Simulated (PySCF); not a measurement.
# B2H4S2F2 (SMILES F[BH-]1[SH+][BH-](F)[SH+]1): levels of theory compared

We compute a comparison of 4 runs (HF/STO-3G, B3LYP/6-31G*, PBE0/def2-SVP, MP2/3-21G) of B2H4S2F2. The job is set up through a Python script.

The results are computed with PySCF 2.14.0.

## Step 1: The system as given

B2H4S2F2: 10 atoms, total charge 0, spin state singlet. As SMILES, `F[BH-]1[SH+][BH-](F)[SH+]1`. Geometry: relaxed at PBE0-D4/def2-TZVP.

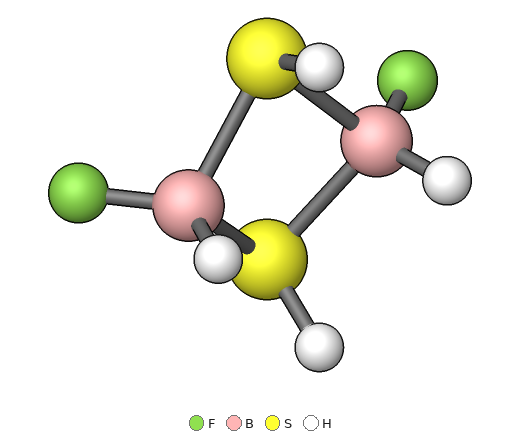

Viewed from a chosen angle; fluorine green, boron pink, sulfur yellow, hydrogen white.

## Step 2: Energy and forces at HF/STO-3G (run 1)

File calc.py:

```python
from pyscf import gto, scf

mol = gto.M(
    atom='''
F   -0.865800   1.345000  -1.978200
B   -0.734700   0.388200  -1.034600
S    1.125900  -0.364500  -1.011400
B    0.908100  -0.154100   0.972900
F    2.006700   0.396700   1.532100
S   -0.574200   1.188200   0.799300
H   -1.526600  -0.510300  -1.007600
H    0.819900  -1.666500  -1.112600
H    0.471500  -1.169900   1.434100
H   -1.547800   0.496100   1.409100
''',
    basis='sto-3g',
    charge=0,
    verbose=4,
    max_memory=1860,
)

mf = scf.RHF(mol)
mf.conv_tol = 1e-10
mf.kernel()
if not mf.converged:
    mf = mf.newton().run(mf.mo_coeff, mf.mo_occ)

energy = mf.e_tot
print(f'total energy: {energy:.8f} hartree')
grad = mf.nuc_grad_method().kernel()
dip = mf.dip_moment()
pop, q = mf.mulliken_pop()
```

On the command line:

```bash
$ OMP_NUM_THREADS=1 python calc.py
```

What it wrote:

```text
PySCF version 2.14.0

[... 62 lines left out ...]
converged SCF energy = -1033.67625946896
total energy: -1033.67625947 hartree
[... 11 lines left out ...]
Dipole moment(X, Y, Z, Debye): -0.99291, -1.54760,  0.39469
[... 53 lines left out ...]
charge of    9H =      0.01162
```

Run time: 6.6 s. Hardware: 1 thread of Intel Xeon at 2.50GHz (Skylake/Cascade Lake), shared host; peak memory 0.12 GiB.

## Step 3: Energy and forces at B3LYP/6-31G(d) (Cartesian functions) (run 2)

File geometry.xyz:

```xyz
10
B2F2H4S2
F     -0.865800     1.345000    -1.978200
B     -0.734700     0.388200    -1.034600
S      1.125900    -0.364500    -1.011400
B      0.908100    -0.154100     0.972900
F      2.006700     0.396700     1.532100
S     -0.574200     1.188200     0.799300
H     -1.526600    -0.510300    -1.007600
H      0.819900    -1.666500    -1.112600
H      0.471500    -1.169900     1.434100
H     -1.547800     0.496100     1.409100
```

File run.py:

```python
import pyscf.grad
from pyscf import gto, dft

molecule = gto.M(
    atom='geometry.xyz',
    cart=True,
    spin=0,
    max_memory=1860,
    basis='6-31g*',
    verbose=4,
    charge=0,
)

mf = dft.RKS(molecule, xc='b3lyp')
mf.conv_tol = 1e-10
mf.grids.level = 5
mf.kernel()
if not mf.converged:
    mf = mf.newton().run(mf.mo_coeff, mf.mo_occ)

e_tot = mf.e_tot
print('E(%s) = %.9f' % ('B3LYP', e_tot))
grad = mf.Gradients().kernel()
mf.analyze()
```

On the command line:

```bash
$ OMP_NUM_THREADS=1 python run.py
```

What it wrote:

```text
PySCF version 2.14.0

[... 79 lines left out ...]
converged SCF energy = -1048.30990618627
[... 29 lines left out ...]
MO #8   energy= -6.82649202990582  occ= 2
[... 13 lines left out ...]
MO #22  energy= -0.465193498558955 occ= 2
[... 13 lines left out ...]
MO #36  energy= 0.0699879895805422 occ= 0
[... 13 lines left out ...]
MO #50  energy= 0.412643799500833  occ= 0
[... 13 lines left out ...]
MO #64  energy= 0.858779144457493  occ= 0
[... 13 lines left out ...]
MO #78  energy= 1.38008804115968   occ= 0
[... 13 lines left out ...]
MO #92  energy= 1.93877737409149   occ= 0
[... 13 lines left out ...]
MO #106 energy= 4.61868398693235   occ= 0
[... 119 lines left out ...]
Dipole moment(X, Y, Z, Debye): -1.26009, -1.96381,  0.50081
```

It took 1.9 min on 1 thread of Intel Xeon at 2.50GHz (Skylake/Cascade Lake), shared host; peak memory 1.1 GiB.

Run 3 isn't shown in full; the table further down has it.

## Step 4: Energy and gradient at MP2/3-21G (run 4)

File job.py:

```python
from pyscf import gto, mp

system = gto.Mole()
system.atom = '''
F     -1.636125     2.541682    -3.738256
B     -1.388382     0.733592    -1.955111
S      2.127643    -0.688805    -1.911269
B      1.716060    -0.291207     1.838515
F      3.792113     0.749654     2.895249
S     -1.085081     2.245373     1.510458
H     -2.884856    -0.964327    -1.904088
H      1.549386    -3.149229    -2.102509
H      0.891006    -2.210791     2.710056
H     -2.924918     0.937493     2.662813
'''
system.max_memory = 1860
system.verbose = 4
system.charge = 0
system.unit = 'bohr'
system.basis = '3-21g'
system.build()

mf = system.RHF()
mf.conv_tol = 1e-10
mf.kernel()
if not mf.converged:
    mf = mf.newton().run(mf.mo_coeff, mf.mo_occ)

pt = mp.MP2(mf, frozen=14).run()
energy = pt.e_tot
print('E = %.10f Eh' % energy)
grad = pt.nuc_grad_method().kernel()
mf.analyze()
```

On the command line:

```bash
$ OMP_NUM_THREADS=1 python job.py
```

What it wrote:

```text
PySCF version 2.14.0

[... 88 lines left out ...]
DFT Exchange-Correlation Energy =      -79.410000498090540
[... 11 lines left out ...]
MO #10  energy= -6.63794525307014  occ= 2
[... 9 lines left out ...]
MO #20  energy= -0.75343308332209  occ= 2
[... 9 lines left out ...]
MO #30  energy= -0.461056111134392 occ= 2
[... 9 lines left out ...]
MO #40  energy= 0.365380181456314  occ= 0
[... 9 lines left out ...]
MO #50  energy= 0.730022991728991  occ= 0
[... 9 lines left out ...]
MO #60  energy= 1.39213562770142   occ= 0
[... 9 lines left out ...]
MO #70  energy= 4.09635606125518   occ= 0
[... 83 lines left out ...]
Dipole moment(X, Y, Z, Debye): -2.04859, -3.19254,  0.81420
```

It took 11 s on 1 thread of Intel Xeon at 2.50GHz (Skylake/Cascade Lake), shared host; peak memory 0.3 GiB.

## Step 5: Overview of the runs

```tsv
run	level	Cartesian functions	integration grid	energy (Eh)	dipole moment (D) of the reference	HOMO energy (eV)	LUMO energy (eV)	wall time
1	HF/STO-3G	no	–	-1033.676259	1.88	-8.69	9.99	6.6 s
2	B3LYP/6-31G* (Cartesian functions)	yes	5	-1048.309906	2.39	-8.18	-0.57	1.9 min
3	PBE0/def2-SVP	no	5	-1047.351520	2.59	-8.57	-0.49	82 s
4	MP2/3-21G	no	–	-1040.933291	3.88	-11.88	3.29	11 s
```

## Step 6: What came out

| quantity | value |
| --- | --- |
| run 4: total energy | -1040.93329 Eh |
| run 4: dipole moment (Hartree–Fock density) | 3.88 D |
| run 4: HOMO energy (Hartree–Fock orbitals) | -11.88 eV |
| run 4: LUMO energy (Hartree–Fock orbitals) | 3.29 eV |
| run 4: HOMO–LUMO gap (Hartree–Fock orbitals) | 15.18 eV |
| run 4: correlation energy (14 core orbitals frozen) | -473.7 mEh |
| run 4: largest force on an atom | 1.692 eV/Å |

What this shows: Over runs 1, 2, 3 the dipole moment (its size) runs from 1.88 D (HF/STO-3G) to 2.59 D (PBE0/def2-SVP). The two ends differ in method and basis. Over runs 1, 2, 3 the HOMO–LUMO gap runs from 7.61 eV (B3LYP/6-31G*) to 18.68 eV (HF/STO-3G). Totals of different functionals can't be ranked against each other. In run 1 the basis is minimal, so the values are rough. All runs together took 3.5 min, the longest 1.9 min.
